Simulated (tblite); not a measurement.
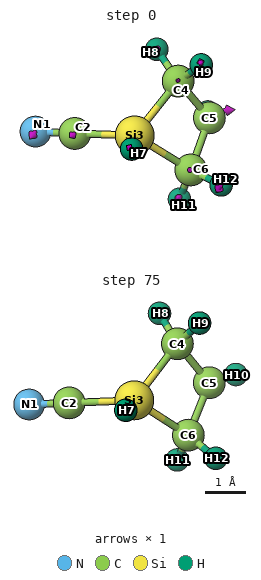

The structure of C4H6NSi (multiplicity 2) before (top) and after (bottom) a relaxation, at one scale. The purple arrows give the displacements, at their true length.

The picture is a ball-and-stick view, seen face on.

Computed with GFN2-xTB geometry optimisation, gas phase in tblite 0.8.0. 

Question: Describe what moved and what it gained.

Answer: Over 75 geometry steps the energy falls by 0.472 eV. The atom that moves furthest after the best rigid fit is H10 (0.78 Å). Largest moves by element: H 0.78 Å, N 0.34 Å, C 0.24 Å, Si 0.07 Å. Among the contacts that change: Si3–C4 1.845 → 1.921 Å, C2–Si3 1.795 → 1.866 Å, Si3–C6 1.870 → 1.921 Å, C5–H10 1.101 → 1.073 Å. Bond angles that change, for instance: C6–Si3–H7 110.7° → 122.1°, C2–Si3–H7 117.9° → 107.7°, C4–C5–H10 116.8° → 126.6°. The run took 0.29 s on 1 thread of Arm Neoverse V2, with other jobs on the host.
